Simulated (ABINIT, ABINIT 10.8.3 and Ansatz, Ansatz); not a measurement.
## Ca2H3Br (P-3m1): Bethe-Salpeter spectra with ABINIT

Aim: the absorption spectrum of Ca2H3Br (P-3m1) with electron-hole interaction, and what each part of the kernel does.

Method: LDA and many-body steps on it, plane waves, in ABINIT 10.8.3 and Ansatz 0.2.0.

### 1. The starting structure

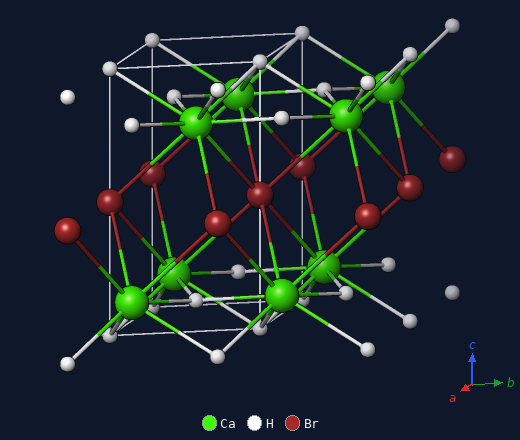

Start, viewed slightly off an axis; calcium green, hydrogen white, bromine red. 2×2×1 cells are drawn. Bonds to atoms that aren't drawn are left out. Some periodic images of atoms are drawn too.

As a file:

```cif
data_structure
_symmetry_space_group_name_H-M 'P 1'
_symmetry_Int_Tables_number 1
_cell_length_a 3.9029
_cell_length_b 3.9029
_cell_length_c 6.8535
_cell_angle_alpha 90.000
_cell_angle_beta 90.000
_cell_angle_gamma 120.000
_cell_volume 90.41
loop_
_atom_site_label
_atom_site_type_symbol
_atom_site_fract_x
_atom_site_fract_y
_atom_site_fract_z
_atom_site_occupancy
Ca1 Ca 0.66667 0.33333 0.18576 1
Ca2 Ca 0.33333 0.66667 0.81424 1
H3 H 0.66667 0.33333 0.85048 1
H4 H 0.33333 0.66667 0.14952 1
H5 H 0.00000 0.00000 0.00000 1
Br6 Br 0.00000 0.00000 0.50000 1
```

The cell and positions are those that the Materials Project relaxed with its own functionals (PBE, PBE+U or r2SCAN), kept fixed.

### 2. Empty states on the mesh, 3×3×2 mesh, 63 bands

This step: ABINIT 10.8.3; DFT, LDA, plane waves, norm-conserving pseudopotentials.

The sums over transitions need many empty states on a uniform mesh; this step solves for them.

File run.abi:

```
acell 3*1.0 Angstrom
rprim 
  3.902939985722 0.000000000020 0.000000000000
  -1.951469992878 3.380045177071 0.000000000000
  0.000000000000 0.000000000000 6.853533590000
ntypat 3
znucl 20 1 35
natom 6
typat 1 1 2 2 2 3
xred 
  0.666666666667 0.333333333333 0.185756080000
  0.333333333333 0.666666666667 0.814243920000
  0.666666666667 0.333333333333 0.850475830000
  0.333333333333 0.666666666667 0.149524170000
  0.000000000000 0.000000000000 0.000000000000
  0.000000000000 0.000000000000 0.500000000000
pp_dirpath "pseudos"
pseudos "Ca.upf, H.upf, Br.upf"
ecut 31
ngkpt 3 3 2
nshiftk 1
shiftk 0 0 0
kptopt 1
chksymbreak 0
iscf -2
irdden 1
istwfk *1
nband 63
nbdbuf 4
tolwfr 1e-09
nstep 60
prtvol 0
indata_prefix "in"
outdata_prefix "out"
tmpdata_prefix "tmp"
```

The run is started by

```console
> OMP_NUM_THREADS=1 mpirun -n 4 abinit run.abi > log
```

Numbers of over 12 decimals in the logs are rounded to 6 here.

Output:

```text
.Version 10.8.3 of ABINIT. v10.8.2 released Aug 2026.

 Symmetries : space group P-3 m 1 (#164); Bravais hP (primitive hexag.)
[... echo of the input left out ...]
== DATASET  1 ==================================================================
-   mpi_nproc: 4, omp_nthreads: 1 (-1 if OMP is not activated)

--- !DatasetInfo
iteration_state: {dtset: 1, }
dimensions: {natom: 6, nkpt: 6, mband: 63, nsppol: 1, nspinor: 1, nspden: 1, mpw: 5073, }
cutoff_energies: {ecut:  31.0, pawecutdg:  -1.0, }
[...]
0.74033    0.85184    0.85184    0.88041    0.88869    0.90085    0.90085    0.95784
   0.96981    0.98964    0.98964    1.00461    1.00461    1.01524    1.14792    1.19552
   1.19552    1.22583    1.22583    1.25855    1.27263    1.34581    1.35582
 prteigrs : prtvol=0 or 1, do not print more k-points.

== END DATASET(S) ==============================================================
================================================================================

 -outvars: echo values of variables after computation  --------
            nband          63
             nkpt           6
          spgroup         164
 [... the other variables as echoed above ...]

 Calculation completed.
```

Run time: 22 s. Hardware: 4 MPI ranks of Arm Neoverse V1, shared host; peak memory 0.32 GiB; 87 s of CPU time.

Numbers from this step:

- gap: 1.394 eV
- k of the valence top: 0, 0, 0.5
- k of the conduction bottom: 0.3333, 0, 0.5
- least direct gap: 1.517 eV
- k points computed: 6
- lowest point of the top converged band, above the valence top: 24.81 eV

On this mesh the gap is 1.394 eV.

The density comes from a self-consistent run that is not shown.

### 3. Screening, 3×3×2 mesh, 59 bands, screening to 98 eV

The RPA dielectric matrix is built and inverted for each q.

This step: RPA screening on LDA, plane waves, norm-conserving pseudopotentials.

Changes to run.abi since step 2:

```diff
@@ -24,10 +24,11 @@
 chksymbreak 0
-iscf -2
-irdden 1
 istwfk *1
-nband 63
-nbdbuf 4
-tolwfr 1e-09
-nstep 60
-prtvol 0
+occopt 1
+irdwfk 1
+optdriver 3
+nband 59
+ecuteps 3.6
+inclvkb 2
+awtr 1
+symchi 1
 indata_prefix "in"
```

Output:

```text
.Version 10.8.3 of ABINIT. v10.8.2 released Aug 2026.

 Symmetries : space group P-3 m 1 (#164); Bravais hP (primitive hexag.)
[... echo of the input left out ...]
== DATASET  1 ==================================================================
-   mpi_nproc: 4, omp_nthreads: 1 (-1 if OMP is not activated)

--- !DatasetInfo
iteration_state: {dtset: 1, }
dimensions: {natom: 6, nkpt: 6, mband: 59, nsppol: 1, nspinor: 1, nspden: 1, mpw: 5073, }
cutoff_energies: {ecut:  31.0, pawecutdg:  -1.0, }
[...]
--------------------------------------------------------------------------------
[... chi0 elements left out ...]
 For q-point:  0.000010 0.000020 0.000030
  dielectric constant =   7.9479
  dielectric constant without local fields =   8.7854

  Average fulfillment of the sum rule on Im[epsilon] for q-point    1 :     56.01  [%]
[... wings left out ...]
  q-point number  2        q = ( 0.333333, 0.000000, 0.000000) [r.l.u.]
--------------------------------------------------------------------------------
[... chi0 elements left out ...]
  Average fulfillment of the sum rule on Im[epsilon] for q-point    2 :     62.66  [%]

 [... 4 further q-points ...]
```

It took 12 s on 4 MPI ranks; peak memory 0.71 GiB.

Numbers from this step:

| Item | Value |
| --- | --- |
| ε∞ with local fields, on this mesh, along the program's q direction | 7.948 |
| the same without local fields | 8.785 |
| plasma frequency | 21.39 eV |
| plane waves in the screening matrix | 209 |

Local fields lower ε∞ by 10 %. On a Γ-centred mesh this coarse the value itself is usually too large, while a short band sum pulls it down.

### 4. Self-energy, 3×3×2 mesh, 59 bands, screening to 98 eV

The self-energy is evaluated for the states that the input lists, and the levels follow from it, in one-shot runs by the linearised quasiparticle equation.

This step: G0W0 on LDA, plane waves, norm-conserving pseudopotentials.

Changes to run.abi since step 3:

```diff
@@ -27,8 +27,19 @@
 irdwfk 1
-optdriver 3
+optdriver 4
 nband 59
+gwcalctyp 0
+ecutsigx 31
+symsigma 1
+nkptgw 3
+kptgw 
+  0.0000000000 0.0000000000 0.5000000000
+  0.3333333333 0.0000000000 0.5000000000
+  0.0000000000 0.0000000000 0.0000000000
+bdgw 
+  13 18
+  14 17
+  14 17
 ecuteps 3.6
-inclvkb 2
-awtr 1
-symchi 1
+irdscr 1
+ppmodel 1
 indata_prefix "in"
```

Output:

```text
.Version 10.8.3 of ABINIT. v10.8.2 released Aug 2026.

 Symmetries : space group P-3 m 1 (#164); Bravais hP (primitive hexag.)
[... echo of the input left out ...]
== DATASET  1 ==================================================================
-   mpi_nproc: 4, omp_nthreads: 1 (-1 if OMP is not activated)

--- !DatasetInfo
iteration_state: {dtset: 1, }
dimensions: {natom: 6, nkpt: 6, mband: 59, nsppol: 1, nspinor: 1, nspden: 1, mpw: 5073, }
cutoff_energies: {ecut:  31.0, pawecutdg:  -1.0, }
[...]
Band     E0 <VxcDFT>   SigX SigC(E0)      Z dSigC/dE  Sig(E)    E-E0       E
[...]
16   7.619 -13.265  -6.692  -3.825   0.802  -0.247 -11.061   2.204   9.823
       17   7.619 -13.265  -6.692  -3.825   0.802  -0.247 -11.061   2.204   9.823

== END DATASET(S) ==============================================================
================================================================================

 -outvars: echo values of variables after computation  --------
           etotal      0.0000000000E+00
            nband          59
             nkpt           6
          spgroup         164
 [... the other variables as echoed above ...]

 Calculation completed.
```

Wall time 7.4 s (4 MPI ranks); peak memory 0.66 GiB; 29 s of CPU time.

Numbers from this step:

| Item | Value |
| --- | --- |
| G0W0 gap on the points computed | 3.071 eV |
| starting gap on the mesh | 1.394 eV |
| k of the valence top | 0, 0, 0.5 |
| k of the conduction bottom | 0, 0, 0.5 |
| least direct G0W0 gap on the computed points | 3.071 eV |

The gap on the mesh goes from 1.39 eV to 3.07 eV, a correction of +1.68 eV.

The gap opens by 1.677 eV; the next steps shift the empty bands rigidly by 1.677 eV. The least direct G0W0 gap is 3.071 eV, so this shift leaves the direct transitions +0.12 eV off.

### 5. Excitons

Light makes an electron and a hole together. The Bethe-Salpeter equation adds their screened attraction and their exchange, in a window of bands around the gap.

This step: Bethe-Salpeter equation on LDA with a scissors shift, plane waves, norm-conserving pseudopotentials.

Changes to run.abi since step 4:

```diff
@@ -27,19 +27,17 @@
 irdwfk 1
-optdriver 4
-nband 59
-gwcalctyp 0
-ecutsigx 31
-symsigma 1
-nkptgw 3
-kptgw 
-  0.0000000000 0.0000000000 0.5000000000
-  0.3333333333 0.0000000000 0.5000000000
-  0.0000000000 0.0000000000 0.0000000000
-bdgw 
-  13 18
-  14 17
-  14 17
+optdriver 99
+bs_calctype 1
+mbpt_sciss 1.677 eV
+bs_loband 11
+nband 27
+bs_exchange_term 1
+bs_coulomb_term 11
+bs_coupling 0
+bs_algorithm 1
+bs_freq_mesh 0 9 0.05 eV
+zcut 0.15 eV
 ecuteps 3.6
+ecutwfn 15.5
+inclvkb 2
 irdscr 1
-ppmodel 1
 indata_prefix "in"
```

Output:

```text
.Version 10.8.3 of ABINIT. v10.8.2 released Aug 2026.

 Symmetries : space group P-3 m 1 (#164); Bravais hP (primitive hexag.)
[... echo of the input left out ...]
== DATASET  1 ==================================================================
-   mpi_nproc: 4, omp_nthreads: 1 (-1 if OMP is not activated)

--- !DatasetInfo
iteration_state: {dtset: 1, }
dimensions: {natom: 6, nkpt: 6, mband: 27, nsppol: 1, nspinor: 1, nspden: 1, mpw: 1823, }
cutoff_energies: {ecut:  15.5, pawecutdg:  -1.0, }
electrons: {nelect:   3.00000000E+01, charge:   0.00000000E+00, occopt:   1.00000000E+00, tsmear:   1.00000000E-02, }

 Exciton: Calculation of dielectric properties by solving the Bethe-Salpeter equation
 in frequency domain and reciprocal space on a transitions basis set.
 Based on a program developed by L. Reining, V. Olevano, F. Sottile,
 S. Albrecht, and G. Onida. Incorporated in ABINIT by M. Giantomassi.

.Using double precision arithmetic ; gwpc =  8

[... cell and pseudopotentials left out ...]
--------------------------------------------------------------------------------

 ==== K-mesh for the wavefunctions ====
 Number of points in the irreducible wedge :     6
[... list of points left out ...]
 Together with 12 symmetry operations and time-reversal symmetry
 yields    18 points in the full Brillouin Zone.

 ==== Q-mesh for the screening function ====
 Number of points in the irreducible wedge :     6
[... list of points left out ...]
 Together with 12 symmetry operations and time-reversal symmetry
 yields    18 points in the full Brillouin Zone.

 vcoul_init : cutoff-mode = AUXILIARY_FUNCTION
 q-points for optical limit:   1
     1)      0.000010    0.000020    0.000030
 setmesh: FFT mesh size selected  =    18x   18x   36
          total number of points  =        11664

 ==== Fundamental parameters for the solution of the Bethe-Salpeter equation: ====
 Algorithm: Direct diagonalization.
 Dimension of the v, W matrices,  npweps  = 209
 Cutoff for the wavefunctions,    npwwfn  = 1823
 Number of k-points in the IBZ,   nkibz   = 6
 Highest empty band included,     nband   = 27
 === Spin UP ===
 Number of resonant transitions          1080
 Lowest occupied state                   11
 Highest occupied state                  15
 Lowest unoccupied state                 16
 Highest unoccupied state                27
 Minimum frequency [eV]           Emin    =   0.00
 Maximum frequency [eV]           Emax    =   9.00
 Frequency step [eV]              dE      =   0.05
 Lorentzian broadening [eV]       eta     =   0.15
 RPA L0 with KS energies and KS wavefunctions
 Scissors operator energy [eV] =          1.68
 Local fields effects (v term) included
 Excitonic effects (W term) included
 Full W_GG' included
 W is read from an external SCR file
 Resonant-only calculation (Hermitian case)

 Calculating epsilon_Macro(q-->0,w), along the following directions:
 q = (  1.016580  0.000000  0.000000) [r.l.u.]
 q = (  0.000000  1.016580  0.000000) [r.l.u.]
 q = (  0.000000  0.000000  2.061264) [r.l.u.]
 q = (  1.173845 -0.586923  0.000000) [r.l.u.]
 q = (  0.000000  1.016580  0.000000) [r.l.u.]
 q = (  0.000000  0.000000  2.061264) [r.l.u.]
 Number of electrons calculated from density =   29.9937; Expected =   30.0000
 average of density, n =  0.049159
 r_s =    1.6934
 omega_plasma =   21.3874 [eV]

. Writing resonant excitonic Hamiltonian on file out_BSR; file size=   0.01 [Gb].
 Direct diagonalization of the resonant excitonic Hamiltonian, Matrix size= 1080
. Using LAPACK sequential version.
 Excitonic eigenvalues in eV up to n=   32
   2.85729   3.00734   3.00777   3.43010   3.43031   3.62820   3.68940   3.68958
   3.89325   3.89327   4.22234   4.67013   4.67047   4.81401   4.95879   4.95909
   5.06533   5.06541   5.29111   5.33073   5.34022   5.34973   5.35339   5.40610
   5.64702   5.66956   5.72742   5.73909   5.76130   5.83897   5.85842   5.86570

 First excitonic eigenvalue=    2.86 [eV]
 Last  excitonic eigenvalue=   14.90 [eV]

 GW  direct gap       3.19  0.00 [eV]
 EXC direct gap       2.86  0.00 [eV]
 EXC binding energy   0.34  0.00 [eV]

 Excitonic eigenvalues up to the GW energy gap [eV]
  1 (  2.86  0.00)
  2 (  3.01  0.00)
  3 (  3.01  0.00)

 Macroscopic dielectric function:
 omega [eV] <KS_RPA_nlf>  <GW_RPA_nlf>  <BSE>
   0.0000   7.6996   0.0000   5.2858   0.0000   5.9990   0.0000
   0.0500   7.7025   0.0181   5.2863   0.0030   5.9998   0.0049
   0.1000   7.7113   0.0363   5.2878   0.0059   6.0023   0.0098
   0.1500   7.7261   0.0549   5.2902   0.0089   6.0063   0.0147
   0.2000   7.7470   0.0739   5.2937   0.0119   6.0120   0.0197
   0.2500   7.7741   0.0936   5.2981   0.0149   6.0193   0.0247
   0.3000   7.8077   0.1142   5.3036   0.0180   6.0284   0.0299
   0.3500   7.8482   0.1359   5.3101   0.0211   6.0391   0.0350
   0.4000   7.8958   0.1588   5.3176   0.0242   6.0515   0.0403
   0.4500   7.9509   0.1834   5.3261   0.0274   6.0657   0.0458

 Writing KS-RPA macroscopic dielectric function without local fields to file: out_RPA_NLF_MDF
 Writing GW-RPA macroscopic dielectric function without local fields to file: out_GW_NLF_MDF
 Writing EXC Macroscopic dielectric function to file: out_EXC_MDF

== END DATASET(S) ==============================================================
================================================================================

 -outvars: echo values of variables after computation  --------
           etotal      0.0000000000E+00
            nband          27
             nkpt           6
          spgroup         164
 [... the other variables as echoed above ...]

 Calculation completed.
```

The job ended after 40 s (4 MPI ranks; peak memory 0.39 GiB; 2.7 min of CPU time).

Numbers from this step:

```yaml
direct_gap_of_the_transition_levels: 3.194 eV
transitions_in_the_window: 1080
first_strong_exciton_over_a_fiftieth_of_the_strongest_listed: 2.857 eV
lowest_state: 2.857 eV
binding_of_the_lowest_state_below_the_direct_gap: 0.3370 eV
coulomb_term_of_one_mesh_cell: 0.4374 eV
```

The binding is 0.77 times the screened Coulomb term of one mesh cell (0.44 eV), so it is not shown settled.

The lowest state lies at 2.857 eV, 0.337 eV under the direct gap.

Lines within 3 meV are set at the lowest of them, and the highest group, which the list may cut short, is left out; lines within 3 meV are set at the lowest of them, and the highest group, which the list may cut short, is left out. Exciton lines, with heights relative to the strongest:

| position (eV) | lines merged | oscillator strength, relative |
| --- | --- | --- |
| 2.857 | 1 | 8.2 |
| 3.007 | 2 | 100 |
| 3.430 | 2 | 0.0 |
| 3.628 | 1 | 0.0 |
| 3.689 | 2 | 10 |
| 3.893 | 2 | 0.0 |
| 4.222 | 1 | 0.0 |
| 4.670 | 2 | 0.0 |

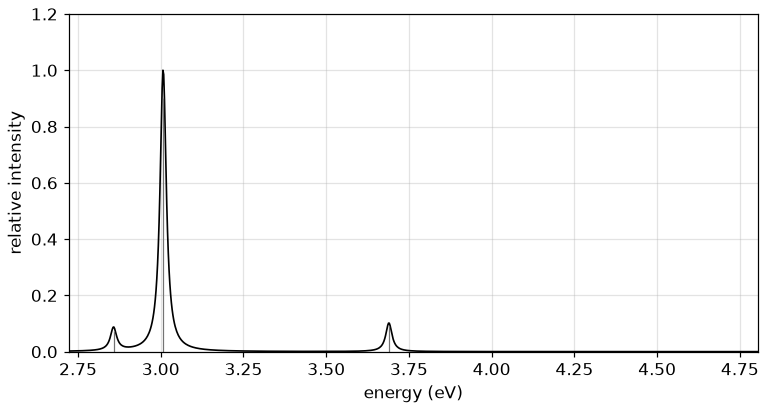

The exciton spectrum, broadened with Lorentzians of width 0.023 eV; bars mark the lines.

The ε₂ has structure finer than the step of the table below, so its rows give means over 0.5 eV, whole bins alone (the curve runs from 0 to 9 eV). Peaks (eV: height): BSE 3.00: 22.8, 5.90: 11.3, 6.60: 12.2; no electron-hole interaction 3.45: 16.5, 4.00: 8.00, 6.70: 8.16, 7.50: 10.4; Kohn-Sham, no shift 1.80: 16.1, 2.35: 8.03, 5.00: 8.15, 5.80: 10.5, 7.65: 7.08.

Mean over the three Cartesian directions of q; broadening 0.15 eV; transition window only. Limits: finite bands, cutoff and mesh; no spin-orbit coupling; coarse k mesh; exciton not shown settled in the k mesh. The ε₂ by photon energy; means over each step:

| photon energy (eV) | BSE | no electron-hole interaction | Kohn-Sham, no shift |
| --- | --- | --- | --- |
| 0.5 | 0.0520 | 0.0310 | 0.220 |
| 1.0 | 0.122 | 0.0693 | 0.830 |
| 1.5 | 0.250 | 0.128 | 6.51 |
| 2.0 | 0.591 | 0.244 | 8.49 |
| 2.5 | 2.63 | 0.577 | 4.52 |
| 3.0 | 14.5 | 3.00 | 0.791 |
| 3.5 | 3.60 | 10.7 | 0.529 |
| 4.0 | 1.32 | 5.73 | 1.00 |
| 4.5 | 0.597 | 1.28 | 3.27 |
| 5.0 | 0.807 | 0.561 | 7.28 |
| 5.5 | 3.05 | 0.736 | 6.66 |
| 6.0 | 9.45 | 2.33 | 8.26 |
| 6.5 | 10.2 | 6.31 | 4.11 |
| 7.0 | 6.17 | 6.27 | 4.48 |
| 7.5 | 3.93 | 8.85 | 6.19 |
| 8.0 | 3.64 | 4.88 | 3.48 |
| 8.5 | 4.17 | 4.23 | 2.56 |

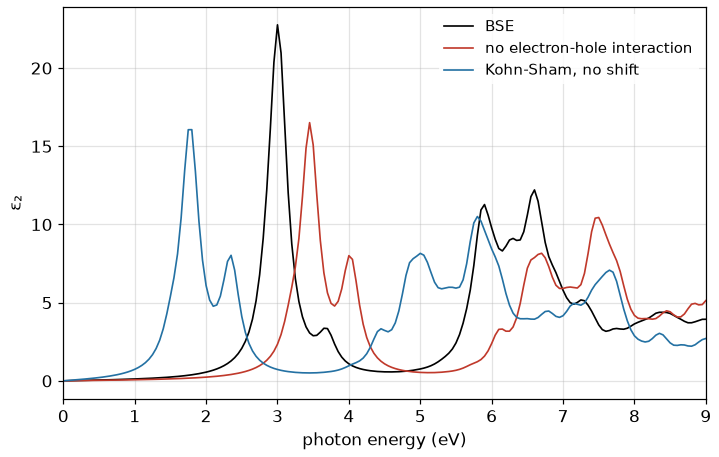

ε₂, plotted against photon energy.

[end of part 1 of 3]

[Paths, hosts, dates, memory and timing lines, banners, echoed tables and standing remarks are left out of the program output.]

[Logs are printed without paths, hosts, clocks, repeated set-up lines and the standing remarks that a program may print on its own settings, such as how far it seeks lower states.]

[Runs of the session that timed out or met a known fault of the program may be left out.]

[Hosts, paths, dates, database ids (printed as entryN), source tags and the programs' standing remarks are cut or masked in the printed files.]

[G0W0 gaps are taken among the corrected bands and points alone; a level outside them can change the order at an edge.]

[Where Ansatz stands beside ABINIT at settings called matched, ABINIT's density can come from a denser mesh and the files from another edition; pairs whose starting gaps differed by over 0.03 eV were left out, so agreement reads better than it is.]
